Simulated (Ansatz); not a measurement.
**H7NOSi3 (SMILES O[Si]N([SiH3])[SiH3]): density, localisation and related maps**

```xyz
12

O     1.9094    2.0222    0.4327
Si    0.3782    2.0133   -0.1680
N    -0.1278    0.3297   -0.1024
Si    0.7758   -1.0482    0.4638
Si   -1.7492    0.0113   -0.6840
H     2.3469    1.2168    0.7302
H     0.9550   -2.0458   -0.6218
H     0.0861   -1.6995    1.6067
H     2.1271   -0.6217    0.9246
H    -1.7089   -0.9527   -1.8150
H    -2.5792   -0.5787    0.3990
H    -2.3362    1.2982   -1.1317
```

Geometry: PBE0-D4/def2-TZVP.

All numbers below come from Ansatz, RKS PBE0-D4/def2-TZVPP.

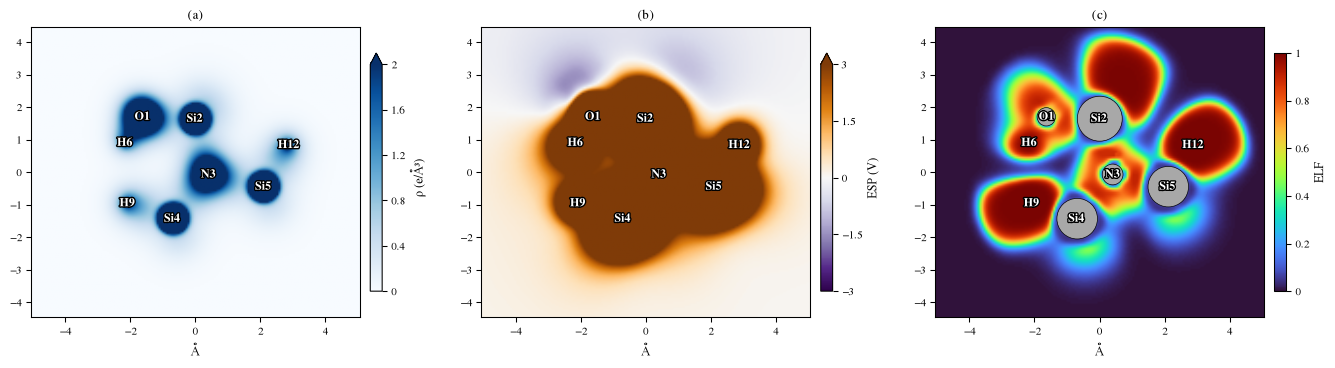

Figure 1. (a) total electron density; (b) molecular electrostatic potential; (c) ELF on the plane of atoms O1, Si2 and N3. Grey discs cover the atomic cores in the ELF map.

### Interpret the plot.

The plane passes through O, Si, N and H nuclei. Si–O (1.64 Å): ρ at the midpoint is about 1.2 e/Å³; the ELF peaks at about 0.85 between the atoms: a polar covalent bond. Si–N (1.74 Å): ρ is about 1.1 e/Å³ halfway; the ELF peaks at about 0.90 between the atoms; a polar covalent bond. O–H (0.96 Å): the density is about 3.8 e/Å³ at the midpoint; the ELF climbs to about 1 towards the hydrogen, as it does in any bond to H; an ordinary covalent bond to hydrogen. Si–H (1.48 Å): ρ is about 0.82 e/Å³ halfway; the ELF climbs to about 1 towards the hydrogen. The ELF also peaks beside O1 and Si2, away from the bonds: lone-pair regions. Outside the dense part of the molecule the potential is most negative (−1.5 V) near O1.

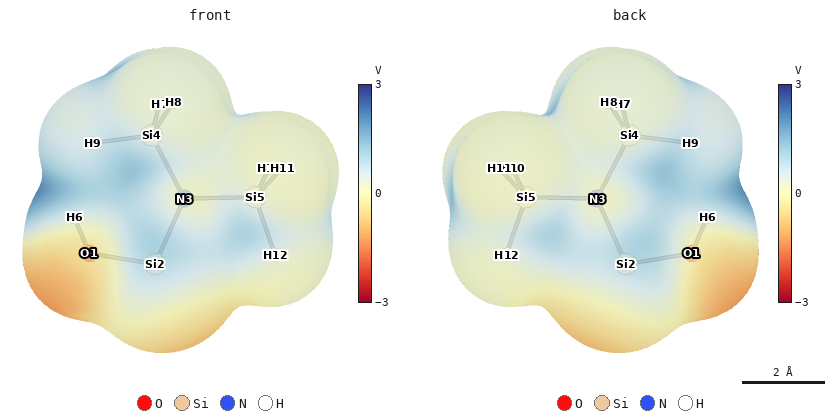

Figure 2. The molecular electrostatic potential painted on the density surface at 0.002 e/bohr³, seen from the front and from behind; the colour scale runs from red (negative) to blue (positive).

### Which sites attract a positive test charge, and which a negative one?

A positive charge is drawn to the negative regions and a negative charge to the positive ones. The most negative region (about −1.3 V) lies over O1, the most positive (about +2.0 V) over H6. O1 is the likeliest acceptor of a hydrogen bond.

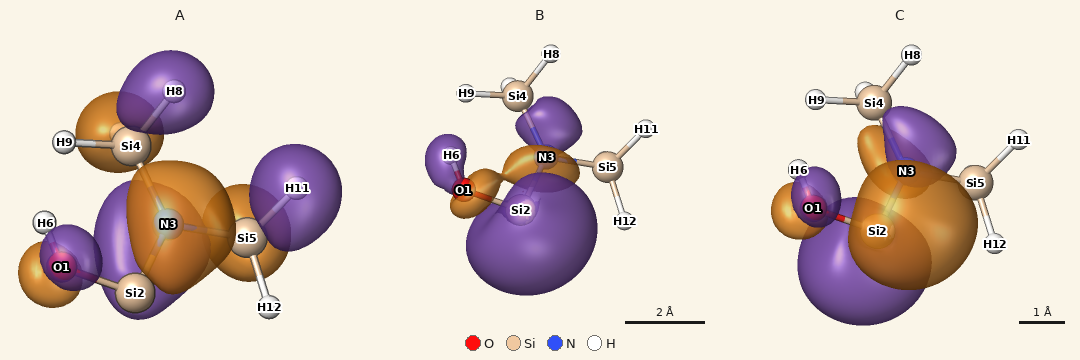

Figure 3. Three frontier orbitals at ±0.08 Å⁻³ᐟ² (orange and purple are the two phases), in no order.

### Which picture is the HOMO−1, the HOMO and the LUMO?

A is the HOMO−1 (−8.27 eV). By Hirshfeld shares it lies mainly on N3 (about 40 %), Si5 (about 10 %), Si4 (about 10 %), Si2 (about 10 %), H10 (about 5 %) and H11 (about 5 %). B is the HOMO (−6.99 eV). By Hirshfeld shares it lies mainly on Si2 (about 75 %) and N3 (about 10 %). C is the LUMO (−1.23 eV). Its weight (Hirshfeld) is mainly on Si2 (about 75 %), N3 (about 10 %) and O1 (about 10 %).

### What is the HOMO–LUMO gap?

5.76 eV between the orbital energies.
